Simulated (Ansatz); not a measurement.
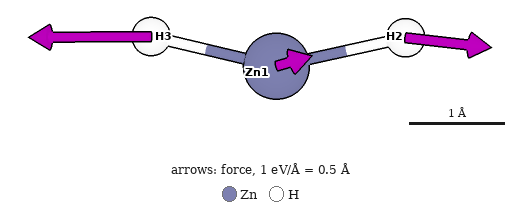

Starting geometry of ZnH2 (coarse preliminary run) with the computed forces as purple arrows. A ball-and-stick model, seen at a tilt.

The start comes from a force field.

Theory: RKS PBE-D4/def2-SVP (Ansatz 0.2.0). (force threshold 0.03 eV/Å; at most 200 steps)

Is this structure relaxed? If not, where do the atoms go?

It isn't relaxed: the largest force vector, on H3, is 2.70 eV/Å. The final displacements follow the starting forces only in part (cosine between the two patterns 0.72). The largest move after the best rigid fit is that of Zn1, 0.20 Å. Largest moves by element: Zn 0.20 Å, H 0.20 Å. Some distances before and after: Zn1–H3 1.401 → 1.550 Å, Zn1–H2 1.443 → 1.550 Å. Among the angles between lasting bonds that change: H2–Zn1–H3 155.2° → 180.0°. After 3 geometry steps the energy has fallen by 0.444 eV. Largest force component: 2.4 eV/Å at the start, 0.0091 eV/Å at the end. The run took of the order of 2.7 core-seconds on a shared host.
